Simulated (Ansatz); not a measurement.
**C₂H₄BN: basis-set convergence**

Aim: see how fast density functionals converge with the basis set for C₂H₄BN.

The runs use Ansatz 0.2.0, Gaussian basis; one geometry, several basis sets.

Levels to be run: PBE0-D4/def2-SVP; ωB97M-V/def2-SVP; PBE0-D4/def2-QZVPP; ωB97M-V/def2-QZVPP; the functionals' def2-TZVPP values are taken from earlier runs.

### 1 The relaxed structure

The geometry comes from an earlier relaxation with PBE0-D4 in a triple-zeta def2 set; it is a stationary point, not always the lowest conformer.

SMILES `B1C=NC1`, 8 atoms, charge 0, spin multiplicity 1.

Atoms are counted from 1 here; the program's logs count them from 0.

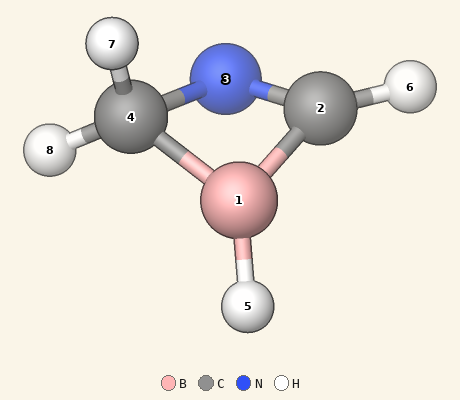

The structure; boron pink, carbon grey, nitrogen blue, hydrogen white; atoms are numbered from 1 in the order of the file.

### 2 PBE0-D4 in def2-SVP

The input, in.yaml:

```yaml
crystal:
  periodic: [false, false, false]
  atoms:
    - {symbol: B, position_ang: [-0.225788, 0.557548, -0.648178]}
    - {symbol: C, position_ang: [0.519558, 0.897253, 0.624145]}
    - {symbol: N, position_ang: [0.088314, -0.264293, 1.024261]}
    - {symbol: C, position_ang: [-0.039220, -0.959855, -0.299535]}
    - {symbol: H, position_ang: [-1.132226, 1.139024, -1.163228]}
    - {symbol: H, position_ang: [0.838189, 1.675236, 1.310459]}
    - {symbol: H, position_ang: [0.906592, -1.430513, -0.550581]}
    - {symbol: H, position_ang: [-0.863119, -1.671399, -0.353141]}
basis:
  gaussian: {orbitals: def2-SVP}
hamiltonian: {xc: pbe0, dispersion: d4}
output: {orbitals: {seedname: orbitals}}
```

The run is started by

```console
ansatz run in.yaml --threads 2 --pin off --events-out ev --progress --plain --max-ram 4352MiB
```

After this run come: ωB97M-V in def2-SVP; PBE0-D4 in def2-QZVPP; ωB97M-V in def2-QZVPP.

Before running them: what should the planned runs give, taken together? Wanted: PBE0-D4: double and triple zeta above quadruple; ωB97M-V: double and triple zeta above quadruple.

The runs gave:

| quantity | value |
| --- | --- |
| PBE0-D4: double and triple zeta above quadruple | 4.99, 0.24 eV |
| ωB97M-V: double and triple zeta above quadruple | 5.20, 0.23 eV |

PBE0-D4 gains 4.75 eV from double to triple zeta, then 0.24 eV more. Total energies overstate the basis error of differences, where much of it tends to cancel.
